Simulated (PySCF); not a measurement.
```xyz
17
charge 0, multiplicity 1
C     1.7769   -1.3589   -0.6972
C     2.0314   -0.7477    0.4509
Si    0.9193    0.5084    1.3051
N    -0.7032    0.5159    0.6611
C    -1.5337   -0.6367    0.9527
Si   -1.2879    1.5861   -0.5457
Br   -1.3828    0.5284   -2.4918
H     0.8737   -1.1786   -1.2578
H     2.4586   -2.0701   -1.1394
H     2.9632   -0.9769    0.9560
H     0.7603    0.1741    2.7246
H     1.4121    1.8741    1.1162
H    -1.4252   -1.4130    0.1892
H    -2.5858   -0.3491    0.9979
H    -1.2541   -1.0651    1.9134
H    -2.6697    1.9407   -0.2551
H    -0.3601    2.6803   -0.7303
```

What structure does this define?

The molecule is C₃H₁₀BrNSi₂. SMILES: `C=C[SiH2]N(C)[SiH2]Br`. It has no ring. Among its groups: alkene, Si–H bond, Si–N bond. The point group is C1. Coordination: 2 C trigonal planar; 2 Si tetrahedral; 1 N trigonal planar; 1 C tetrahedral.

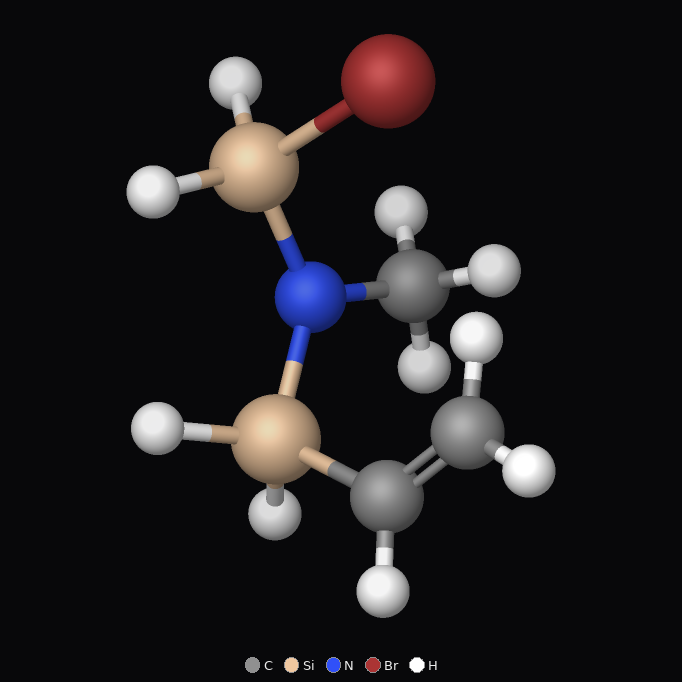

Simulated data, not a measurement (program: PySCF).
